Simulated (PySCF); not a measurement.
# CH5BN2 (SMILES B1NCN1): PBE0/def2-SVP

What is the vertical singlet–triplet gap of CH5BN2 at PBE0/def2-SVP? Input form: a Python script.

Program for the calculation: PySCF 2.14.0.

## (1) Starting point

The species is CH5BN2 (9 atoms), meant as a singlet with charge 0. SMILES: `B1NCN1`. The coordinates come from a PBE0-D4/def2-TZVP relaxation.

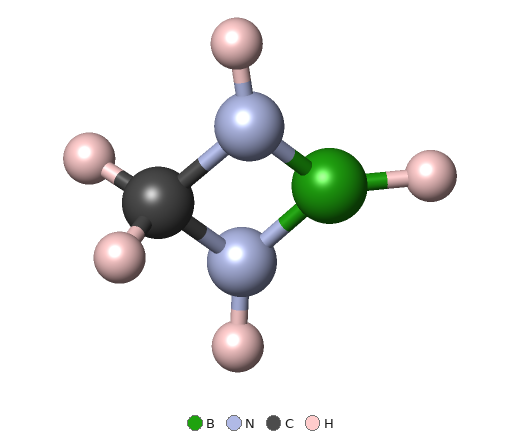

The structure, seen from a chosen angle (boron green, nitrogen light blue, carbon dark grey, hydrogen pink).

## (2) The energy at PBE0/def2-SVP

run.py

```python
from pyscf import gto, dft

mol = gto.M(
    atom=[
    ('B', (-0.538100, 0.903800, -0.424200)),
    ('N', (0.763900, 0.350100, -0.630900)),
    ('C', (0.430100, -0.702400, 0.322000)),
    ('N', (-0.891500, -0.116200, 0.513500)),
    ('H', (-1.109600, 1.851900, -0.864600)),
    ('H', (1.686500, 0.722000, -0.761500)),
    ('H', (0.420000, -1.707100, -0.117100)),
    ('H', (1.046900, -0.704100, 1.228600)),
    ('H', (-1.719800, -0.644400, 0.717000)),
],
    max_memory=1860,
    verbose=3,
    spin=0,
    basis='def2-svp',
)

mf = dft.RKS(mol, xc='pbe0')
mf.grids.level = 4
mf.conv_tol = 1e-10
mf.kernel()
if not mf.converged:
    mf = mf.newton().run(mf.mo_coeff, mf.mo_occ)

e_final = mf.e_tot
print('Final energy', e_final)
```

Started as:

```
$ OMP_NUM_THREADS=1 python run.py
```

The log of the run:

```text
converged SCF energy = -175.154545333483
Final energy -175.1545453334829
```

Wall time 7.2 s (1 thread of Intel Xeon 6975P-C (Granite Rapids), shared host); peak memory 0.39 GiB.

## (3) The triplet at the same level

run.py

```python
from pyscf import gto, dft

mol = gto.M(
    atom='''
B     -1.016862     1.707934    -0.801622
N      1.443562     0.661593    -1.192228
C      0.812771    -1.327344     0.608492
N     -1.684691    -0.219586     0.970374
H     -2.096840     3.499584    -1.633857
H      3.187023     1.364382    -1.439026
H      0.793685    -3.225951    -0.221287
H      1.978354    -1.330556     2.321718
H     -3.249951    -1.217740     1.354934
''',
    max_memory=1860,
    verbose=3,
    spin=2,
    basis='def2-svp',
    unit='bohr',
    charge=0,
)

myscf = dft.UKS(mol, xc='pbe0')
myscf.conv_tol = 1e-10
myscf.grids.level = 4
myscf.kernel()
if not myscf.converged:
    myscf = myscf.newton().run(myscf.mo_coeff, myscf.mo_occ)

etot = myscf.e_tot
print(f'total energy: {etot:.8f} hartree')
```

Started as:

```
$ OMP_NUM_THREADS=1 python run.py
```

The log of the run:

```text
WARN: HOMO -0.0320366442798892 >= LUMO -0.304859462503105

WARN: HOMO 0.021676996002745 >= LUMO -0.157179299029801

WARN: HOMO -0.0398024766610003 >= LUMO -0.183861995578023

WARN: HOMO -0.0392776470182876 >= LUMO -0.173156843963254

WARN: HOMO -0.0392285487011526 >= LUMO -0.174981402077428

WARN: HOMO -0.0391807934827977 >= LUMO -0.174143720196912

WARN: HOMO -0.03918923841122 >= LUMO -0.1740542286872

WARN: HOMO -0.0392115601326841 >= LUMO -0.174004795141802

WARN: HOMO -0.0392065941635864 >= LUMO -0.173990691604069

WARN: HOMO -0.0392030516361119 >= LUMO -0.173984068168958

WARN: HOMO -0.0392060967494259 >= LUMO -0.173990741484823

WARN: HOMO -0.0392059946026309 >= LUMO -0.173990057635397

WARN: HOMO -0.0392057814560949 >= LUMO -0.173990045346075

WARN: HOMO -0.0392061226359504 >= LUMO -0.173989941137827

converged SCF energy = -174.937801387527  <S^2> = 2.0093755  2S+1 = 3.0062439
total energy: -174.93780139 hartree
```

Wall time 15 s (1 thread of Intel Xeon 6975P-C (Granite Rapids), shared host); peak memory 0.41 GiB.

## (4) Summary of results

Level: PBE0/def2-SVP.

| quantity | value |
| --- | --- |
| singlet: total energy | -175.15455 Eh |
| singlet: dipole moment | 1.56 D |
| singlet: HOMO energy | -6.78 eV |
| singlet: LUMO energy | 1.45 eV |
| singlet: HOMO–LUMO gap | 8.23 eV |
| triplet: total energy | -174.93780 Eh |
| triplet: dipole moment | 4.56 D |
| triplet: HOMO energy (highest over α and β) | -1.07 eV |
| triplet: ⟨S²⟩ | 2.009 |
| vertical energy of the triplet above the singlet | 5.898 eV |

At this shape the triplet lies 5.90 eV (136 kcal/mol) above the singlet.
